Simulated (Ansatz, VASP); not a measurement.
# SiC (SiC(110)) in two plane-wave programs, part 3 of 3

One calculation is typed for both programs; each brings its own data sets. How far apart do they land? Of the first pair: The structure shown is the end of the VASP relaxation below. Valence electrons are named where the data sets of a main pair hold unlike numbers.

VASP 6.6.1 and Ansatz 0.2.0.

So far: Starting point; VASP: relaxation, PBE; Ansatz: single point, PBE; Comparison; VASP: band structure, PBE.

## 6. Ansatz: band structure, PBE

Level of this step: Ansatz beside VASP: Kohn-Sham DFT, plane waves, PBE (Ansatz).

The same cell, functional, mesh and smearing now go to Ansatz, which takes its cutoff from its data sets.

input.yaml reads:

```yaml
crystal:
  lattice:
    - [3.0348030816, 0.0, 0.0]
    - [0.0, 4.2918596772, 0.0]
    - [0.0, 0.0, 28.4645926536]
  atoms:
    - { symbol: Si, position: [0.0, 0.0431933807, 0.2890950999] }
    - { symbol: Si, position: [0.5, 0.4927285463, 0.3335982563] }
    - { symbol: Si, position: [0.0, 0.9952130013, 0.3908339658] }
    - { symbol: Si, position: [0.5, 0.492188563, 0.4450404201] }
    - { symbol: Si, position: [0.0, 0.9932618209, 0.5] }
    - { symbol: Si, position: [0.5, 0.492188563, 0.5549595799] }
    - { symbol: Si, position: [0.0, 0.9952130013, 0.6091660342] }
    - { symbol: Si, position: [0.5, 0.4927285463, 0.6664017437] }
    - { symbol: Si, position: [0.0, 0.0431933807, 0.7109049001] }
    - { symbol: C, position: [0.0, 0.7414246111, 0.3352741804] }
    - { symbol: C, position: [0.5, 0.2465965819, 0.2796815306] }
    - { symbol: C, position: [0.0, 0.7455135638, 0.4452123097] }
    - { symbol: C, position: [0.5, 0.2484517351, 0.3900723475] }
    - { symbol: C, position: [0.0, 0.7455135638, 0.5547876903] }
    - { symbol: C, position: [0.5, 0.2461182127, 0.5] }
    - { symbol: C, position: [0.0, 0.7414246111, 0.6647258196] }
    - { symbol: C, position: [0.5, 0.2484517351, 0.6099276525] }
    - { symbol: C, position: [0.5, 0.2465965819, 0.7203184694] }
hamiltonian:
  xc: pbe
  pseudopotentials: { kind: paw }
kpoints:
  mp_grid: { grid: [8, 6, 1] }
  band_path:
    path:
      - [0.0, 0.0, 0.0]
      - [0.07692, 0.0, 0.0]
      - [0.15385, 0.0, 0.0]
      - [0.26923, 0.0, 0.0]
      - [0.34615, 0.0, 0.0]
      - [0.42308, 0.0, 0.0]
      - [0.5, 0.0, 0.0]
      - [0.5, 0.07692, 0.0]
      - [0.5, 0.19231, 0.0]
      - [0.5, 0.26923, 0.0]
      - [0.5, 0.34615, 0.0]
      - [0.5, 0.46154, 0.0]
      - [0.5, 0.5, 0.0]
      - [0.42308, 0.5, 0.0]
      - [0.30769, 0.5, 0.0]
      - [0.23077, 0.5, 0.0]
      - [0.11538, 0.5, 0.0]
      - [0.03846, 0.5, 0.0]
      - [0.0, 0.5, 0.0]
      - [0.0, 0.38462, 0.0]
      - [0.0, 0.30769, 0.0]
      - [0.0, 0.23077, 0.0]
      - [0.0, 0.11538, 0.0]
      - [0.0, 0.03846, 0.0]
      - [0.03846, 0.03846, 0.0]
      - [0.11538, 0.11538, 0.0]
      - [0.19231, 0.19231, 0.0]
      - [0.30769, 0.30769, 0.0]
      - [0.38462, 0.38462, 0.0]
      - [0.5, 0.5, 0.0]
    npoints: 1
scf:
  occupations: { method: gaussian, width: 0.03 }
  n_extra_bands: 15
efield:
  axis: 3
  dipole_correction: true
  ramp_width: 0.04
output:
  forces: true
  eigenvalues: true
```

Command:

```sh
ansatz run input.yaml --threads 8 --pin off --max-ram 18432MiB --backend cpu --events-out ev --progress --plain --runs-dir out
```

Numbers of over 12 decimals in the logs are rounded to 6 here.

Log:

```text
[...]
Crystal: 18 atoms, lattice volume = 370.750 Å³
Basis set: ecut = 420 eV, 7223 PW (Γ), exchange–correlation on 48×60×384 points (8 copies of the dense FFT grid, shifted against one another)
Bands: 51, of which v1, the nominal top of the filled ones, is band 36 counted from 1 (35 counted from 0)
Symmetry: 2 space group operations
[...]
k-point 0: bands = [... 32 lower, 1.6602, 1.7460, 1.8006, 1.8833, 3.4475, 4.1991, 5.0177, 5.1785, ... 11 higher]
  k-point 1: bands = [... 32 lower, 1.4237, 1.4967, 1.6399, 1.8444, 3.7345, 4.4277, 5.0613, 5.1968, ... 11 higher]
  k-point 2: bands = [... 32 lower, 0.9112, 0.9458, 1.7183, 1.7248, 4.4173, 4.7000, 5.1377, 5.5735, ... 11 higher]
  k-point 19: bands = [... 32 lower, 0.3695, 0.5137, 2.0404, 2.1471, 3.8404, 3.9474, 6.7394, 6.8611, ... 11 higher]
[key lines of the parts left out:]
SCF converged after 8 iterations
Free energy (F): -7979.224922 eV
Fermi energy:    2.316878 eV
Dipole field:    D = 0.000013 V/Å  (p = 0.000028 e·Å, saw-weighted, corrected)
Work function:   Φ+ = 5.4190 eV   Φ− = 5.4193 eV
```

It took 14 s on 8 threads of Arm Neoverse V2, shared host; peak memory 1.3 GiB.

## 7. Side by side

Compared:

| quantity | Ansatz | VASP | difference |
| --- | --- | --- | --- |
| gap over the path points (eV) | 0.340 | 0.331 | +0.008 |

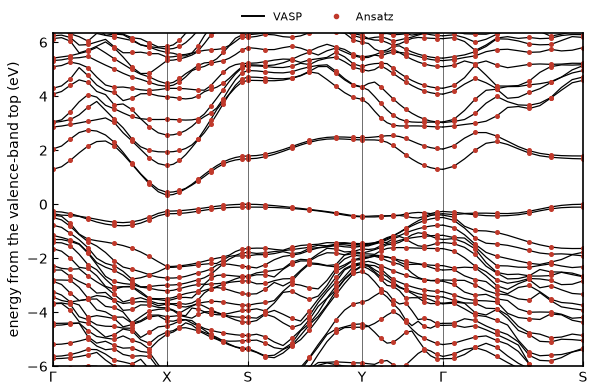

Bands from VASP (lines) and levels from Ansatz (dots). Dots without a line are higher empty bands that the VASP plot leaves out.

Levels at points of the path, from each program's valence-band top (eV; 4 filled, then empty):

| k (reciprocal lattice) | Ansatz | VASP |
| --- | --- | --- |
| 0.000 0.000 0.000 | -0.49 -0.40 -0.35 -0.26 1.30 2.05 2.87 | -0.49 -0.40 -0.35 -0.27 1.29 2.04 2.86 |
| 0.077 0.000 0.000 | -0.82 -0.71 -0.41 -0.34 1.63 2.42 2.96 | -0.82 -0.71 -0.42 -0.35 1.62 2.42 2.95 |
| 0.154 0.000 0.000 | -1.38 -1.28 -0.55 -0.49 2.16 2.76 3.08 | -1.39 -1.29 -0.56 -0.50 2.15 2.75 3.07 |
| 0.269 0.000 0.000 | -2.09 -1.45 -0.78 -0.66 2.17 2.31 3.03 | -2.10 -1.46 -0.78 -0.67 2.17 2.29 3.02 |
| 0.346 0.000 0.000 | -2.40 -1.62 -0.77 -0.66 1.49 1.52 2.36 | -2.41 -1.63 -0.77 -0.66 1.48 1.51 2.35 |
| 0.423 0.000 0.000 | -2.60 -1.93 -0.57 -0.47 0.76 0.81 1.72 | -2.61 -1.94 -0.57 -0.48 0.75 0.81 1.71 |
| 0.500 0.000 0.000 | -2.33 -2.30 -0.35 -0.26 0.34 0.45 1.44 | -2.34 -2.31 -0.35 -0.26 0.33 0.44 1.43 |
| 0.500 0.077 0.000 | -2.31 -2.28 -0.34 -0.24 0.45 0.51 1.63 | -2.32 -2.28 -0.34 -0.24 0.44 0.51 1.62 |
| 0.500 0.192 0.000 | -2.24 -2.16 -0.26 -0.17 0.87 0.93 2.40 | -2.25 -2.17 -0.26 -0.17 0.86 0.92 2.39 |
| 0.500 0.269 0.000 | -2.19 -2.04 -0.19 -0.10 1.21 1.28 2.97 | -2.20 -2.05 -0.19 -0.10 1.20 1.27 2.97 |

At this near-relaxed geometry the largest component of a force difference is 19 meV/Å. Among the levels compared at these points, filled levels agree within 8 meV and empty ones within 15 meV. With vacuum in the cell, a pressure given here is an average over mostly empty space and none of the material.

## 8. Outcome

| Item | Value |
| --- | --- |
| difference in gap on the k mesh (single point, PBE) | 0.0085 eV |
| largest difference of a filled level at the path points (band structure, PBE) | 8 meV |

In words: The difference in gap on the k mesh is 0.0085 eV (single point, PBE), within the 0.08 eV picked in this series as the mark of a large difference. How closely two codes agree says nothing of how well the functional describes the real material.

[Lines on the potential files, build, host, timing and source positions are cut from VASP's logs without a mark.]

[Logs are printed without paths, hosts, clocks, repeated set-up lines and the standing remarks that a program may print on its own settings, such as how far it seeks lower states.]

[Hosts, paths, dates, database ids (printed as entryN), source tags and the programs' standing remarks are cut or masked in the printed files.]
